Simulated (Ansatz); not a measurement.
**Molecular dynamics, with input and output: C2H5F2NSi (part 1 of 4)**

- system: C2H5F2NSi
- method: RKS PBE-D4/STO-3G (Ansatz 0.2.0)

One setting was made poor on purpose. It belongs to a series of runs on one base structure; here: dynamics from the start.

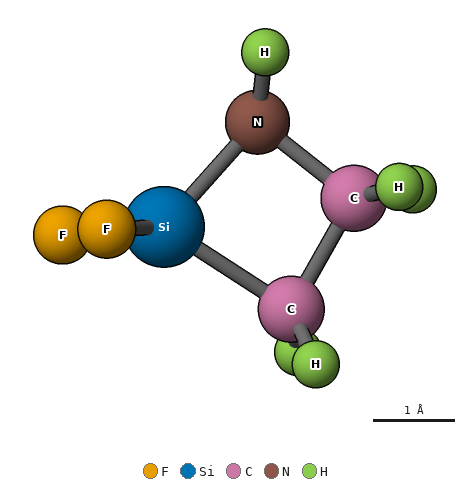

Fig. 1: The input geometry (ball-and-stick view, seen at a tilt). Bond lengths as drawn: C–C 1.58 Å, C–H 1.10 to 1.12 Å, C–N 1.53 Å, C–Si 1.89 Å, F–Si 1.64 to 1.65 Å, H–N 1.06 Å and N–Si 1.78 Å.

**Summary**

```csv
quantity,value
outcome,finished
mean temperature over the second half,195 K
trajectory,"597 steps, 298.5 fs"
ensemble,nvt_langevin
temperature in the input,200.0 K
time step,0.5 fs
potential energy (last step),−16728.3634 eV
mean-field energy (last step),−16728.1286 eV
largest force (length of the vector) (last step),2.630 eV/Å
hardware,"1 thread of Arm Neoverse V1, 24 GiB of memory available, shared host"
wall time,24 min
peak memory,0.096 GiB
```

A deliberately poor setting: friction. So short a trajectory is not equilibrated. The logged temperature at the start can lie below the typed one, since it is counted over all degrees of freedom.

**Input file**
```yaml
crystal:
  periodic: [false, false, false]
  atoms:
    - { symbol: F, position_ang: [0.133141, -1.132703, 2.445472] }
    - { symbol: Si, position_ang: [0.442065, -0.831838, 0.863051] }
    - { symbol: F, position_ang: [1.529663, -1.992924, 0.43282] }
    - { symbol: C, position_ang: [-0.950248, -0.432082, -0.357318] }
    - { symbol: C, position_ang: [-0.170948, 0.906947, -0.661104] }
    - { symbol: "N", position_ang: [0.805189, 0.879988, 0.517956] }
    - { symbol: H, position_ang: [-1.065082, -1.083937, -1.240309] }
    - { symbol: H, position_ang: [-1.944587, -0.253931, 0.087987] }
    - { symbol: H, position_ang: [-0.816332, 1.817065, -0.645173] }
    - { symbol: H, position_ang: [0.327786, 0.866753, -1.659185] }
    - { symbol: H, position_ang: [1.774853, 1.199763, 0.236502] }
basis:
  gaussian: { orbitals: STO-3G }
hamiltonian:
  xc: pbe
  dispersion: d4
md:
  timestep: 0.5
  n_steps: 597
  ensemble: nvt_langevin
  temperature: 200.0
  initial_velocities: maxwell_boltzmann
  seed: 449168
  friction: 0.5
```

Launched with:
```bash
ansatz run input.yaml --threads 1 --pin off --max-ram 2048MiB --backend cpu --events-out ev --progress --plain --runs-dir out
```

**What the program printed**
```
Engine: ansatz 0.2.0, aarch64-unknown-linux-gnu
Functional definition: PBE
  parameter kappa = 0.804
  parameter beta = 0.06672455060314922
  exchange = pbe_x(kappa = kappa, mu = beta*pi^2/3)
  correlation = pbe_c(beta = beta)
577 factors; integrals over basis functions are off by at most 1.1e-5 eV
mean field evaluation 1: about -16725.1344 eV, gradient 3.1e1 eV
mean field evaluation 2: about -16721.7345 eV, gradient 4.6e1 eV
mean field evaluation 4: about -16728.4133 eV, gradient 2.3e0 eV
mean field evaluation 8: about -16728.3236 eV, gradient 3.6e-2 eV
mean field -16728.32359633 eV, -614.7545533002 hartree, gradient 5.9e-5 eV, S^2 0.000000; 0 other end points of the search recorded, 0 dependent functions left out
the calculation of the forces begins
reference -16728.32361784 eV, -614.7545540905 hartree; 28, 28 occupied and 11, 11 virtual orbitals, 577 factors
md step     0: t =     0.00 fs  T =   181.8 K  F+E_penalty+E_count = -16728.55825779 eV  E_kin = 0.258520 eV  (24 SCF iters)
these checks for a lower state are left out or cut short: starts, cluster_reference, orbital_swaps, neighbouring_geometries, increment
577 factors; integrals over basis functions are off by at most 1.0e-5 eV
mean field evaluation 16: about -16728.4209 eV, gradient 6.0e-1 eV
mean field -16728.31475296 eV, -614.7542283121 hartree, gradient 1.9e-5 eV, S^2 0.000000; 0 other end points of the search recorded, 0 dependent functions left out
the calculation of the forces begins
reference -16728.31477445 eV, -614.7542291021 hartree; 28, 28 occupied and 11, 11 virtual orbitals, 577 factors
md step     1: t =     0.50 fs  T =   239.5 K  F+E_penalty+E_count = -16728.54940812 eV  E_kin = 0.340529 eV  (27 SCF iters)
[... from here on the SCF iterations and repeated set-up lines of each step are left out, up to the last step ...]
md step     2: t =     1.00 fs  T =   197.0 K  F+E_penalty+E_count = -16728.53190460 eV  E_kin = 0.280040 eV  (27 SCF iters)
md step     3: t =     1.50 fs  T =   190.4 K  F+E_penalty+E_count = -16728.52037823 eV  E_kin = 0.270745 eV  (26 SCF iters)
md step     4: t =     2.00 fs  T =   184.1 K  F+E_penalty+E_count = -16728.51476424 eV  E_kin = 0.261760 eV  (21 SCF iters)
md step     5: t =     2.50 fs  T =   226.1 K  F+E_penalty+E_count = -16728.51376133 eV  E_kin = 0.321444 eV  (27 SCF iters)
md step     6: t =     3.00 fs  T =   153.1 K  F+E_penalty+E_count = -16728.50982651 eV  E_kin = 0.217626 eV  (27 SCF iters)
md step     7: t =     3.50 fs  T =    97.1 K  F+E_penalty+E_count = -16728.50217817 eV  E_kin = 0.138074 eV  (22 SCF iters)
md step     8: t =     4.00 fs  T =   159.1 K  F+E_penalty+E_count = -16728.49291685 eV  E_kin = 0.226222 eV  (22 SCF iters)
md step     9: t =     4.50 fs  T =    87.6 K  F+E_penalty+E_count = -16728.48585418 eV  E_kin = 0.124556 eV  (20 SCF iters)
md step    10: t =     5.00 fs  T =   130.6 K  F+E_penalty+E_count = -16728.48009847 eV  E_kin = 0.185639 eV  (21 SCF iters)
md step    11: t =     5.50 fs  T =   155.8 K  F+E_penalty+E_count = -16728.47548536 eV  E_kin = 0.221555 eV  (22 SCF iters)
md step    12: t =     6.00 fs  T =   187.3 K  F+E_penalty+E_count = -16728.47013135 eV  E_kin = 0.266287 eV  (27 SCF iters)
md step    13: t =     6.50 fs  T =   186.0 K  F+E_penalty+E_count = -16728.46417077 eV  E_kin = 0.264513 eV  (27 SCF iters)
md step    14: t =     7.00 fs  T =   164.1 K  F+E_penalty+E_count = -16728.45884176 eV  E_kin = 0.233385 eV  (26 SCF iters)
md step    15: t =     7.50 fs  T =   177.3 K  F+E_penalty+E_count = -16728.44926217 eV  E_kin = 0.252120 eV  (27 SCF iters)
md step    16: t =     8.00 fs  T =   174.6 K  F+E_penalty+E_count = -16728.43601450 eV  E_kin = 0.248199 eV  (27 SCF iters)
md step    17: t =     8.50 fs  T =   195.9 K  F+E_penalty+E_count = -16728.43310019 eV  E_kin = 0.278505 eV  (27 SCF iters)
md step    18: t =     9.00 fs  T =   231.5 K  F+E_penalty+E_count = -16728.43688361 eV  E_kin = 0.329104 eV  (21 SCF iters)
md step    19: t =     9.50 fs  T =   165.5 K  F+E_penalty+E_count = -16728.44328408 eV  E_kin = 0.235349 eV  (25 SCF iters)
md step    20: t =    10.00 fs  T =   219.8 K  F+E_penalty+E_count = -16728.44862468 eV  E_kin = 0.312486 eV  (22 SCF iters)
md step    21: t =    10.50 fs  T =   233.7 K  F+E_penalty+E_count = -16728.44636845 eV  E_kin = 0.332314 eV  (22 SCF iters)
md step    22: t =    11.00 fs  T =   185.2 K  F+E_penalty+E_count = -16728.43846417 eV  E_kin = 0.263368 eV  (27 SCF iters)
md step    23: t =    11.50 fs  T =   149.2 K  F+E_penalty+E_count = -16728.43089333 eV  E_kin = 0.212149 eV  (21 SCF iters)
md step    24: t =    12.00 fs  T =   135.0 K  F+E_penalty+E_count = -16728.42480928 eV  E_kin = 0.191985 eV  (21 SCF iters)
md step    25: t =    12.50 fs  T =   184.8 K  F+E_penalty+E_count = -16728.42080186 eV  E_kin = 0.262699 eV  (27 SCF iters)
md step    26: t =    13.00 fs  T =   151.9 K  F+E_penalty+E_count = -16728.41626659 eV  E_kin = 0.216050 eV  (26 SCF iters)
md step    27: t =    13.50 fs  T =   179.2 K  F+E_penalty+E_count = -16728.40707419 eV  E_kin = 0.254852 eV  (26 SCF iters)
md step    28: t =    14.00 fs  T =   112.5 K  F+E_penalty+E_count = -16728.39715922 eV  E_kin = 0.159890 eV  (26 SCF iters)
md step    29: t =    14.50 fs  T =   138.3 K  F+E_penalty+E_count = -16728.38985658 eV  E_kin = 0.196682 eV  (21 SCF iters)
md step    30: t =    15.00 fs  T =   187.0 K  F+E_penalty+E_count = -16728.38402265 eV  E_kin = 0.265914 eV  (22 SCF iters)
md step    31: t =    15.50 fs  T =   194.3 K  F+E_penalty+E_count = -16728.37559215 eV  E_kin = 0.276245 eV  (22 SCF iters)
md step    32: t =    16.00 fs  T =   140.3 K  F+E_penalty+E_count = -16728.36674062 eV  E_kin = 0.199464 eV  (22 SCF iters)
md step    33: t =    16.50 fs  T =   207.4 K  F+E_penalty+E_count = -16728.36926301 eV  E_kin = 0.294860 eV  (27 SCF iters)
md step    34: t =    17.00 fs  T =   254.2 K  F+E_penalty+E_count = -16728.37768374 eV  E_kin = 0.361473 eV  (27 SCF iters)
md step    35: t =    17.50 fs  T =   285.7 K  F+E_penalty+E_count = -16728.38248946 eV  E_kin = 0.406257 eV  (26 SCF iters)
md step    36: t =    18.00 fs  T =   214.4 K  F+E_penalty+E_count = -16728.37922907 eV  E_kin = 0.304909 eV  (27 SCF iters)
md step    37: t =    18.50 fs  T =   218.2 K  F+E_penalty+E_count = -16728.37320763 eV  E_kin = 0.310235 eV  (26 SCF iters)
md step    38: t =    19.00 fs  T =   231.4 K  F+E_penalty+E_count = -16728.36517037 eV  E_kin = 0.328980 eV  (27 SCF iters)
md step    39: t =    19.50 fs  T =   223.2 K  F+E_penalty+E_count = -16728.35398500 eV  E_kin = 0.317407 eV  (26 SCF iters)
md step    40: t =    20.00 fs  T =   280.2 K  F+E_penalty+E_count = -16728.35353350 eV  E_kin = 0.398362 eV  (24 SCF iters)
md step    41: t =    20.50 fs  T =   249.9 K  F+E_penalty+E_count = -16728.36563825 eV  E_kin = 0.355329 eV  (27 SCF iters)
md step    42: t =    21.00 fs  T =   198.7 K  F+E_penalty+E_count = -16728.37769984 eV  E_kin = 0.282523 eV  (27 SCF iters)
md step    43: t =    21.50 fs  T =   139.4 K  F+E_penalty+E_count = -16728.39420195 eV  E_kin = 0.198199 eV  (21 SCF iters)
md step    44: t =    22.00 fs  T =   159.7 K  F+E_penalty+E_count = -16728.41313898 eV  E_kin = 0.227097 eV  (21 SCF iters)
md step    45: t =    22.50 fs  T =   185.8 K  F+E_penalty+E_count = -16728.42872683 eV  E_kin = 0.264159 eV  (22 SCF iters)
md step    46: t =    23.00 fs  T =   240.2 K  F+E_penalty+E_count = -16728.44064610 eV  E_kin = 0.341461 eV  (27 SCF iters)
md step    47: t =    23.50 fs  T =   198.8 K  F+E_penalty+E_count = -16728.44279332 eV  E_kin = 0.282670 eV  (26 SCF iters)
md step    48: t =    24.00 fs  T =   181.6 K  F+E_penalty+E_count = -16728.43849898 eV  E_kin = 0.258178 eV  (27 SCF iters)
md step    49: t =    24.50 fs  T =   121.5 K  F+E_penalty+E_count = -16728.42838499 eV  E_kin = 0.172695 eV  (22 SCF iters)
md step    50: t =    25.00 fs  T =   143.4 K  F+E_penalty+E_count = -16728.40528223 eV  E_kin = 0.203874 eV  (21 SCF iters)
md step    51: t =    25.50 fs  T =   154.8 K  F+E_penalty+E_count = -16728.38876790 eV  E_kin = 0.220134 eV  (21 SCF iters)
md step    52: t =    26.00 fs  T =   101.1 K  F+E_penalty+E_count = -16728.39163420 eV  E_kin = 0.143688 eV  (20 SCF iters)
md step    53: t =    26.50 fs  T =   163.7 K  F+E_penalty+E_count = -16728.40429274 eV  E_kin = 0.232826 eV  (21 SCF iters)
md step    54: t =    27.00 fs  T =   210.3 K  F+E_penalty+E_count = -16728.40870672 eV  E_kin = 0.299012 eV  (26 SCF iters)
md step    55: t =    27.50 fs  T =   144.0 K  F+E_penalty+E_count = -16728.39471375 eV  E_kin = 0.204804 eV  (26 SCF iters)
md step    56: t =    28.00 fs  T =   159.9 K  F+E_penalty+E_count = -16728.37895576 eV  E_kin = 0.227305 eV  (26 SCF iters)
md step    57: t =    28.50 fs  T =   170.6 K  F+E_penalty+E_count = -16728.38081833 eV  E_kin = 0.242580 eV  (27 SCF iters)
md step    58: t =    29.00 fs  T =   172.6 K  F+E_penalty+E_count = -16728.39392398 eV  E_kin = 0.245414 eV  (27 SCF iters)
md step    59: t =    29.50 fs  T =   187.9 K  F+E_penalty+E_count = -16728.40715464 eV  E_kin = 0.267191 eV  (26 SCF iters)
md step    60: t =    30.00 fs  T =   164.2 K  F+E_penalty+E_count = -16728.41775522 eV  E_kin = 0.233429 eV  (24 SCF iters)
md step    61: t =    30.50 fs  T =   209.5 K  F+E_penalty+E_count = -16728.42444902 eV  E_kin = 0.297821 eV  (28 SCF iters)
md step    62: t =    31.00 fs  T =   228.3 K  F+E_penalty+E_count = -16728.42035790 eV  E_kin = 0.324595 eV  (27 SCF iters)
md step    63: t =    31.50 fs  T =   232.8 K  F+E_penalty+E_count = -16728.41244998 eV  E_kin = 0.330947 eV  (27 SCF iters)
md step    64: t =    32.00 fs  T =   224.0 K  F+E_penalty+E_count = -16728.41558984 eV  E_kin = 0.318448 eV  (27 SCF iters)
md step    65: t =    32.50 fs  T =   126.0 K  F+E_penalty+E_count = -16728.42052397 eV  E_kin = 0.179151 eV  (20 SCF iters)
md step    66: t =    33.00 fs  T =   127.1 K  F+E_penalty+E_count = -16728.42874718 eV  E_kin = 0.180657 eV  (22 SCF iters)
md step    67: t =    33.50 fs  T =   164.4 K  F+E_penalty+E_count = -16728.43879445 eV  E_kin = 0.233704 eV  (21 SCF iters)
md step    68: t =    34.00 fs  T =   121.1 K  F+E_penalty+E_count = -16728.44713707 eV  E_kin = 0.172127 eV  (21 SCF iters)
md step    69: t =    34.50 fs  T =   179.8 K  F+E_penalty+E_count = -16728.46104276 eV  E_kin = 0.255671 eV  (27 SCF iters)
md step    70: t =    35.00 fs  T =   188.2 K  F+E_penalty+E_count = -16728.47489304 eV  E_kin = 0.267664 eV  (27 SCF iters)
md step    71: t =    35.50 fs  T =   214.5 K  F+E_penalty+E_count = -16728.48801105 eV  E_kin = 0.304926 eV  (26 SCF iters)
md step    72: t =    36.00 fs  T =   165.4 K  F+E_penalty+E_count = -16728.49469605 eV  E_kin = 0.235188 eV  (27 SCF iters)
md step    73: t =    36.50 fs  T =   160.2 K  F+E_penalty+E_count = -16728.49338815 eV  E_kin = 0.227767 eV  (28 SCF iters)
md step    74: t =    37.00 fs  T =   166.0 K  F+E_penalty+E_count = -16728.48647350 eV  E_kin = 0.235988 eV  (27 SCF iters)
md step    75: t =    37.50 fs  T =   138.3 K  F+E_penalty+E_count = -16728.47817267 eV  E_kin = 0.196655 eV  (21 SCF iters)
md step    76: t =    38.00 fs  T =   142.7 K  F+E_penalty+E_count = -16728.46814547 eV  E_kin = 0.202878 eV  (21 SCF iters)
md step    77: t =    38.50 fs  T =   177.0 K  F+E_penalty+E_count = -16728.45885556 eV  E_kin = 0.251612 eV  (22 SCF iters)
md step    78: t =    39.00 fs  T =   203.0 K  F+E_penalty+E_count = -16728.44694773 eV  E_kin = 0.288615 eV  (26 SCF iters)
md step    79: t =    39.50 fs  T =   201.1 K  F+E_penalty+E_count = -16728.43322615 eV  E_kin = 0.285932 eV  (26 SCF iters)
md step    80: t =    40.00 fs  T =   253.7 K  F+E_penalty+E_count = -16728.42227924 eV  E_kin = 0.360744 eV  (24 SCF iters)
md step    81: t =    40.50 fs  T =   239.0 K  F+E_penalty+E_count = -16728.41542323 eV  E_kin = 0.339820 eV  (26 SCF iters)
md step    82: t =    41.00 fs  T =   233.2 K  F+E_penalty+E_count = -16728.41890603 eV  E_kin = 0.331582 eV  (27 SCF iters)
md step    83: t =    41.50 fs  T =   225.4 K  F+E_penalty+E_count = -16728.42846547 eV  E_kin = 0.320525 eV  (28 SCF iters)
md step    84: t =    42.00 fs  T =   178.0 K  F+E_penalty+E_count = -16728.43812200 eV  E_kin = 0.253063 eV  (22 SCF iters)
md step    85: t =    42.50 fs  T =   161.8 K  F+E_penalty+E_count = -16728.44497092 eV  E_kin = 0.230051 eV  (22 SCF iters)
md step    86: t =    43.00 fs  T =   211.2 K  F+E_penalty+E_count = -16728.45159273 eV  E_kin = 0.300248 eV  (26 SCF iters)
md step    87: t =    43.50 fs  T =   148.8 K  F+E_penalty+E_count = -16728.45894508 eV  E_kin = 0.211638 eV  (26 SCF iters)
md step    88: t =    44.00 fs  T =   117.0 K  F+E_penalty+E_count = -16728.46051342 eV  E_kin = 0.166391 eV  (27 SCF iters)
md step    89: t =    44.50 fs  T =   165.3 K  F+E_penalty+E_count = -16728.45021432 eV  E_kin = 0.234972 eV  (26 SCF iters)
md step    90: t =    45.00 fs  T =   165.9 K  F+E_penalty+E_count = -16728.42621333 eV  E_kin = 0.235883 eV  (27 SCF iters)
md step    91: t =    45.50 fs  T =   163.1 K  F+E_penalty+E_count = -16728.39347238 eV  E_kin = 0.231918 eV  (28 SCF iters)
md step    92: t =    46.00 fs  T =   120.9 K  F+E_penalty+E_count = -16728.35722940 eV  E_kin = 0.171937 eV  (27 SCF iters)
md step    93: t =    46.50 fs  T =   131.1 K  F+E_penalty+E_count = -16728.33083393 eV  E_kin = 0.186359 eV  (20 SCF iters)
md step    94: t =    47.00 fs  T =   174.8 K  F+E_penalty+E_count = -16728.32462396 eV  E_kin = 0.248516 eV  (20 SCF iters)
md step    95: t =    47.50 fs  T =   196.9 K  F+E_penalty+E_count = -16728.34292958 eV  E_kin = 0.279965 eV  (27 SCF iters)
md step    96: t =    48.00 fs  T =   229.0 K  F+E_penalty+E_count = -16728.37727139 eV  E_kin = 0.325671 eV  (27 SCF iters)
md step    97: t =    48.50 fs  T =   186.4 K  F+E_penalty+E_count = -16728.40205551 eV  E_kin = 0.265061 eV  (28 SCF iters)
md step    98: t =    49.00 fs  T =   218.2 K  F+E_penalty+E_count = -16728.41275664 eV  E_kin = 0.310284 eV  (27 SCF iters)
md step    99: t =    49.50 fs  T =   242.7 K  F+E_penalty+E_count = -16728.41483246 eV  E_kin = 0.345141 eV  (25 SCF iters)
md step   100: t =    50.00 fs  T =   240.5 K  F+E_penalty+E_count = -16728.40392613 eV  E_kin = 0.342012 eV  (28 SCF iters)
md step   101: t =    50.50 fs  T =   221.2 K  F+E_penalty+E_count = -16728.38707883 eV  E_kin = 0.314467 eV  (26 SCF iters)
md step   102: t =    51.00 fs  T =   189.2 K  F+E_penalty+E_count = -16728.37412063 eV  E_kin = 0.268979 eV  (26 SCF iters)
md step   103: t =    51.50 fs  T =   172.1 K  F+E_penalty+E_count = -16728.37103927 eV  E_kin = 0.244730 eV  (27 SCF iters)
md step   104: t =    52.00 fs  T =   173.4 K  F+E_penalty+E_count = -16728.37844419 eV  E_kin = 0.246527 eV  (26 SCF iters)
md step   105: t =    52.50 fs  T =   149.2 K  F+E_penalty+E_count = -16728.38940216 eV  E_kin = 0.212165 eV  (22 SCF iters)
md step   106: t =    53.00 fs  T =   160.7 K  F+E_penalty+E_count = -16728.40645098 eV  E_kin = 0.228526 eV  (22 SCF iters)
md step   107: t =    53.50 fs  T =   165.3 K  F+E_penalty+E_count = -16728.41921007 eV  E_kin = 0.235040 eV  (22 SCF iters)
md step   108: t =    54.00 fs  T =   179.5 K  F+E_penalty+E_count = -16728.42966075 eV  E_kin = 0.255283 eV  (28 SCF iters)
md step   109: t =    54.50 fs  T =   193.4 K  F+E_penalty+E_count = -16728.44306212 eV  E_kin = 0.274920 eV  (27 SCF iters)
md step   110: t =    55.00 fs  T =   169.4 K  F+E_penalty+E_count = -16728.44921735 eV  E_kin = 0.240854 eV  (26 SCF iters)
md step   111: t =    55.50 fs  T =   162.9 K  F+E_penalty+E_count = -16728.44628279 eV  E_kin = 0.231601 eV  (26 SCF iters)
```
